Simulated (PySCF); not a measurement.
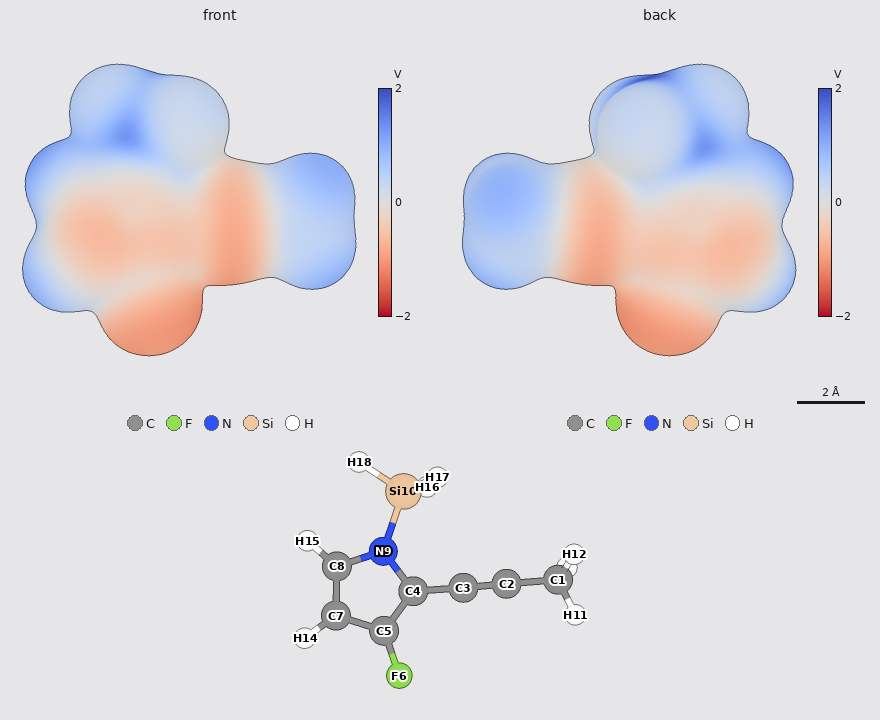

C₇H₈FNSi. The molecular electrostatic potential painted on the density surface at 0.002 e/bohr³, seen from the front and from behind; the colour scale runs from red (negative) to blue (positive). The bare structure is drawn below in the same view.

Geometry: PBE0-D3(BJ)/def2-SVP.

All numbers below come from CAM-B3LYP/def2-SVPD, SCF density, gas phase (PySCF).

```xyz
18

C     3.3691    1.4540   -0.0135
C     2.0942    0.7614    0.0163
C     1.0334    0.1658    0.0441
C    -0.2118   -0.4977    0.0630
C    -0.5348   -1.8112    0.3634
F     0.3347   -2.7399    0.7207
C    -1.9279   -1.9918    0.2281
C    -2.4294   -0.7658   -0.1563
N    -1.4066    0.1422   -0.2566
Si   -1.5275    1.8503   -0.7350
H     4.1688    0.8004    0.3686
H     3.3509    2.3597    0.6134
H     3.6438    1.7547   -1.0373
H    -2.4853   -2.9103    0.3941
H    -3.4564   -0.4739   -0.3666
H    -0.7463    2.0939   -1.9777
H    -1.0383    2.7281    0.3622
H    -2.9817    2.0637   -0.9744
```

### Which sites attract a positive test charge, and which a negative one?

A positive charge is drawn to the negative regions and a negative charge to the positive ones. The most negative region (about −1.1 V) lies over F6, the most positive (about +1.6 V) over Si10.
